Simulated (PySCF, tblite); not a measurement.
# CH9PS2Si2: a rotation path, then NMR shifts on frames, part 2 of 2

tblite 0.8.0 and PySCF 2.14.0. Atoms count from 0. The steps go on from the part before.

### 5 Shielding tensors: image 5, PBE0/pcSseg-1

The job: settings as JSON, then the geometry in Å.

```
{"job": {"kind": "nmr", "xc": "PBE0", "basis": "pcSseg-1", "pop": false}, "charge": 0, "multiplicity": 1}
C      3.167600     0.575600     0.124400
S      1.893400     0.112400    -1.088700
Si     0.126100     0.108100     0.147700
P     -0.694300    -1.955200     0.519500
S     -1.313400     1.431000    -0.738900
Si    -3.196900     0.583400    -0.129900
H      2.868800     1.474000     0.652600
H      4.066300     0.763500    -0.452700
H      3.335400    -0.241600     0.818900
H      0.495100     0.683300     1.438900
H     -0.657600    -2.333300    -0.812300
H      0.549000    -2.511900     0.761200
H     -4.139500     1.611200    -0.529100
H     -3.363500    -0.678900    -0.836200
H     -3.140800     0.386300     1.311300
```

With the program's defaults for keys left out, this is: GIAO PBE0/pcSseg-1 NMR shielding, non-relativistic, gas phase.

The log of the run:

```text
coarse grid: 14792 points
cycle   1  E = -1759.4580993546  dE =  2.786e-01  |g| = 3.351e-01  |ddm| = 3.558e+00
cycle   2  E = -1759.4497819350  dE =  8.317e-03  |g| = 3.847e-01  |ddm| = 1.034e+00
cycle   3  E = -1759.4920213705  dE = -4.224e-02  |g| = 4.549e-02  |ddm| = 6.023e-01
cycle   4  E = -1759.4925554577  dE = -5.341e-04  |g| = 1.697e-02  |ddm| = 8.564e-02
cycle   5  E = -1759.4926422067  dE = -8.675e-05  |g| = 3.796e-03  |ddm| = 2.903e-02
cycle   6  E = -1759.4926457564  dE = -3.550e-06  |g| = 1.558e-03  |ddm| = 6.767e-03
final grid: 118832 points
cycle   7  E = -1759.5306996725  dE = -2.169e-05  |g| = 6.668e-03  |ddm| = 2.786e-02
cycle   8  E = -1759.5306951885  dE =  4.484e-06  |g| = 7.727e-03  |ddm| = 1.454e-02
cycle   9  E = -1759.5307099475  dE = -1.476e-05  |g| = 6.274e-04  |ddm| = 8.401e-03
cycle  10  E = -1759.5307100659  dE = -1.184e-07  |g| = 8.330e-05  |ddm| = 9.654e-04
cycle  11  E = -1759.5307100676  dE = -1.718e-09  |g| = 3.017e-05  |ddm| = 1.548e-04
cycle  12  E = -1759.5307100679  dE = -2.456e-10  |g| = 9.383e-06  |ddm| = 5.501e-05
converged SCF energy = -1759.5307100679

GIAO shielding tensors (ppm)
atom      isotropic    diamagn.    paramagn.     s11        s22        s33       span
  0 C      170.086     250.598     -80.512    154.125    167.039    189.093     34.968
  1 S      635.561    1059.833    -424.272    544.187    582.694    779.802    235.615
  2 Si     317.579     880.450    -562.871    257.011    324.099    371.627    114.616
  3 P      559.665     968.870    -409.205    522.532    560.574    595.888     73.357
  4 S      798.553    1060.686    -262.133    691.028    801.760    902.871    211.843
  5 Si     409.456     879.522    -470.066    385.316    403.174    439.877     54.560
  6 H       29.584      30.251      -0.667     23.607     28.522     36.624     13.016
  7 H       29.635      28.362       1.272     23.774     26.389     38.741     14.966
  8 H       29.549      30.172      -0.623     23.338     28.091     37.219     13.881
  9 H       25.968      31.286      -5.318     22.834     25.298     29.773      6.939
 10 H       29.994      31.703      -1.709     26.281     27.535     36.166      9.884
 11 H       30.165      31.364      -1.199     25.069     27.702     37.723     12.654
 12 H       27.171      28.501      -1.330     22.971     24.612     33.930     10.959
 13 H       27.204      29.486      -2.283     22.828     26.396     32.386      9.558
 14 H       27.035      29.092      -2.057     23.268     25.489     32.349      9.081
```

It took 22 s on 1 thread of Arm Neoverse V1, shared host; peak memory 0.91 GiB.

This run: δ C0 16.8, S1 -132, S4 -295, Si2 31.6, H9 5.75, H14 4.68 ppm.

### 6 Nuclear shieldings: image 6, PBE0/pcSseg-1

The job: settings as JSON, then the geometry in Å.

```
{"job": {"kind": "nmr", "xc": "PBE0", "basis": "pcSseg-1", "pop": false}, "charge": 0, "multiplicity": 1}
C      3.164200     0.428600     0.127800
S      1.849000     0.377900    -1.128800
Si     0.103200     0.264600     0.128900
P     -0.584700    -1.838100     0.557500
S     -1.416300     1.467400    -0.789100
Si    -3.242600     0.530000    -0.140000
H      2.962600     1.223000     0.837900
H      4.079800     0.637600    -0.414600
H      3.245000    -0.527400     0.636200
H      0.439300     0.896100     1.403700
H     -0.539200    -2.242200    -0.767300
H      0.693600    -2.310900     0.796900
H     -4.249600     1.488000    -0.554600
H     -3.341000    -0.757500    -0.813000
H     -3.167900     0.370800     1.305100
```

Level: GIAO PBE0/pcSseg-1 NMR shielding, non-relativistic, gas phase.

The log of the run:

```text
coarse grid: 14792 points
cycle   1  E = -1759.4588862669  dE =  2.795e-01  |g| = 3.350e-01  |ddm| = 3.558e+00
cycle   2  E = -1759.4507614206  dE =  8.125e-03  |g| = 3.833e-01  |ddm| = 1.036e+00
cycle   3  E = -1759.4928131305  dE = -4.205e-02  |g| = 4.549e-02  |ddm| = 6.032e-01
cycle   4  E = -1759.4933423333  dE = -5.292e-04  |g| = 1.692e-02  |ddm| = 8.586e-02
cycle   5  E = -1759.4934287218  dE = -8.639e-05  |g| = 3.682e-03  |ddm| = 2.895e-02
cycle   6  E = -1759.4934320947  dE = -3.373e-06  |g| = 1.493e-03  |ddm| = 6.563e-03
final grid: 118832 points
cycle   7  E = -1759.5313577436  dE = -2.099e-05  |g| = 7.051e-03  |ddm| = 2.983e-02
cycle   8  E = -1759.5313522214  dE =  5.522e-06  |g| = 8.302e-03  |ddm| = 1.527e-02
cycle   9  E = -1759.5313693604  dE = -1.714e-05  |g| = 6.522e-04  |ddm| = 8.869e-03
cycle  10  E = -1759.5313694891  dE = -1.287e-07  |g| = 9.127e-05  |ddm| = 1.024e-03
cycle  11  E = -1759.5313694910  dE = -1.944e-09  |g| = 3.730e-05  |ddm| = 1.727e-04
cycle  12  E = -1759.5313694914  dE = -3.852e-10  |g| = 1.027e-05  |ddm| = 6.661e-05
converged SCF energy = -1759.5313694914

GIAO shielding tensors (ppm)
atom      isotropic    diamagn.    paramagn.     s11        s22        s33       span
  0 C      171.210     250.927     -79.717    156.998    166.650    189.982     32.984
  1 S      635.646    1059.684    -424.038    547.035    591.875    768.027    220.992
  2 Si     319.633     880.377    -560.744    260.858    321.171    376.869    116.012
  3 P      563.796     968.988    -405.192    529.223    565.132    597.034     67.811
  4 S      806.351    1060.518    -254.166    707.440    809.092    902.522    195.082
  5 Si     409.199     879.460    -470.261    384.999    402.218    440.382     55.382
  6 H       29.676      30.243      -0.567     23.895     28.228     36.907     13.012
  7 H       29.580      28.360       1.220     23.689     26.374     38.677     14.988
  8 H       29.698      30.502      -0.804     23.515     28.404     37.175     13.660
  9 H       25.962      31.074      -5.112     22.668     25.232     29.985      7.317
 10 H       30.108      31.753      -1.644     26.351     27.437     36.537     10.186
 11 H       30.147      31.629      -1.482     25.012     27.989     37.439     12.427
 12 H       27.168      28.450      -1.282     22.990     24.593     33.919     10.929
 13 H       27.172      29.480      -2.308     22.792     26.339     32.384      9.591
 14 H       27.026      29.084      -2.058     23.243     25.502     32.333      9.090
```

It took 22 s on 1 thread of Arm Neoverse V1, shared host; peak memory 0.89 GiB.

This run: δ C0 15.7, S1 -132, S4 -303, Si2 29.5, H9 5.76, H14 4.69 ppm.

### 7 NMR shieldings: image 8, PBE0/pcSseg-1

The job: settings as JSON, then the geometry in Å.

```
{"job": {"kind": "nmr", "xc": "PBE0", "basis": "pcSseg-1", "pop": false}, "charge": 0, "multiplicity": 1}
C      3.082900     0.197500     0.105900
S      1.844700     0.904800    -1.024700
Si     0.082100     0.535200     0.143700
P     -0.367700    -1.622400     0.613200
S     -1.528100     1.469400    -0.914700
Si    -3.252400     0.424900    -0.157400
H      3.082100     0.745600     1.042300
H      4.045800     0.299500    -0.382600
H      2.868600    -0.853400     0.279000
H      0.251500     1.218000     1.428200
H     -0.333800    -2.044500    -0.706600
H      0.948300    -1.990100     0.825600
H     -4.342600     1.266300    -0.613400
H     -3.264200    -0.908900    -0.743900
H     -3.121600     0.366100     1.292100
```

Method: GIAO PBE0/pcSseg-1 NMR shielding, non-relativistic, gas phase.

The log of the run:

```text
coarse grid: 14792 points
cycle   1  E = -1759.4591837025  dE =  2.925e-01  |g| = 3.344e-01  |ddm| = 3.564e+00
cycle   2  E = -1759.4513390635  dE =  7.845e-03  |g| = 3.807e-01  |ddm| = 1.033e+00
cycle   3  E = -1759.4929643287  dE = -4.163e-02  |g| = 4.556e-02  |ddm| = 6.046e-01
cycle   4  E = -1759.4934893495  dE = -5.250e-04  |g| = 1.685e-02  |ddm| = 8.592e-02
cycle   5  E = -1759.4935745674  dE = -8.522e-05  |g| = 3.505e-03  |ddm| = 2.833e-02
cycle   6  E = -1759.4935776082  dE = -3.041e-06  |g| = 1.360e-03  |ddm| = 5.979e-03
final grid: 118832 points
cycle   7  E = -1759.5314786176  dE = -2.146e-05  |g| = 7.378e-03  |ddm| = 2.737e-02
cycle   8  E = -1759.5314718829  dE =  6.735e-06  |g| = 8.817e-03  |ddm| = 1.539e-02
cycle   9  E = -1759.5314911841  dE = -1.930e-05  |g| = 6.950e-04  |ddm| = 9.083e-03
cycle  10  E = -1759.5314913306  dE = -1.465e-07  |g| = 1.007e-04  |ddm| = 1.083e-03
cycle  11  E = -1759.5314913330  dE = -2.392e-09  |g| = 4.315e-05  |ddm| = 1.964e-04
cycle  12  E = -1759.5314913335  dE = -5.225e-10  |g| = 1.018e-05  |ddm| = 7.281e-05
converged SCF energy = -1759.5314913335

GIAO shielding tensors (ppm)
atom      isotropic    diamagn.    paramagn.     s11        s22        s33       span
  0 C      172.711     252.027     -79.316    161.956    165.689    190.488     28.532
  1 S      649.744    1059.197    -409.453    576.159    600.391    772.682    196.523
  2 Si     327.655     880.118    -552.463    264.484    327.068    391.413    126.929
  3 P      598.576     969.360    -370.784    521.114    593.972    680.642    159.529
  4 S      818.876    1060.389    -241.513    736.447    814.982    905.199    168.752
  5 Si     408.686     879.362    -470.677    382.041    403.615    440.401     58.360
  6 H       29.826      30.220      -0.394     24.388     27.273     37.817     13.429
  7 H       29.510      28.547       0.963     23.563     26.362     38.604     15.041
  8 H       29.887      31.672      -1.785     23.548     29.865     36.248     12.700
  9 H       25.871      30.349      -4.478     22.374     24.390     30.851      8.477
 10 H       30.576      32.028      -1.451     26.362     27.551     37.816     11.454
 11 H       29.939      32.066      -2.128     23.917     28.552     37.347     13.431
 12 H       27.112      28.345      -1.233     22.853     24.561     33.921     11.068
 13 H       27.070      29.479      -2.409     22.610     26.273     32.328      9.718
 14 H       26.941      29.038      -2.097     23.155     25.481     32.188      9.033
```

Wall time 22 s (1 thread of Arm Neoverse V1, shared host); peak memory 0.91 GiB.

Key values: δ C0 14.2, S1 -146, S4 -315, Si2 21.5, H9 5.85, H14 4.78 ppm.

### 8 Run by run: NMR shifts

Shifts (ppm) of some atoms, chosen among heavy atoms and hydrogens apart, with basis size and wall time:

```csv
frame,C0,H6,H10,S1,S4,Si2,P3,functions,time
image 0,14.6,2.48,1.38,-137,-305,16.2,-282.3,182,23 s
image 2,15.4,2.26,1.48,-121,-293,19.5,-277.1,182,22 s
image 5,16.8,2.13,1.72,-132,-295,31.6,-241.3,182,22 s
image 6,15.7,2.04,1.61,-132,-303,29.5,-245.4,182,22 s
image 8,14.2,1.89,1.14,-146,-315,21.5,-280.2,182,22 s
```

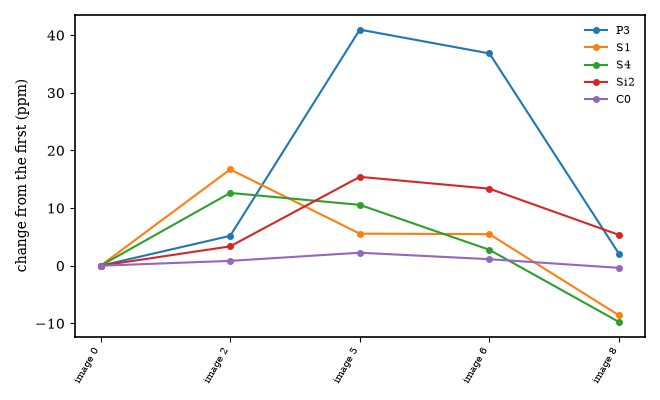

How five of the tabulated atoms move from run to run.

### 9 Outcome

The summary covers parts 1 to 2.

```
                                         quantity                                                     value
                                          barrier                        0.148 eV (3.4 kcal/mol) at image 5
                            end to end (GFN2-xTB)                                                  0.098 eV
  13C shifts against TMS (PBE0/pcSseg-1, image 0)                                                  14.6 ppm
   1H shifts against TMS (PBE0/pcSseg-1, image 0)  6.03, 4.87, 4.67, 4.66, 2.48, 2.13, 2.11, 1.39, 1.38 ppm
  33S shifts against CS2 (PBE0/pcSseg-1, image 0)                                            -137, -305 ppm
 29Si shifts against TMS (PBE0/pcSseg-1, image 0)                                           16.2, -60.5 ppm
31P shifts against H3PO4 (PBE0/pcSseg-1, image 0)                                                -282.3 ppm
                         range of the shift of P3                                      -282.3 to -241.3 ppm
```

**Reading.** Along the band the dihedral turns by 132°, and the top (dihedral 250°) lies 3.4 kcal/mol above the start (GFN2-xTB, rough), so at room temperature this motion is fast. The top was not checked by a frequency run. Shifts at one fixed geometry are not the observed spectrum, which averages over the motion. In ppm, P3 moves most: its shift spreads over 41.0 ppm, from -282.3 (image 0) to -241.3 (image 5).
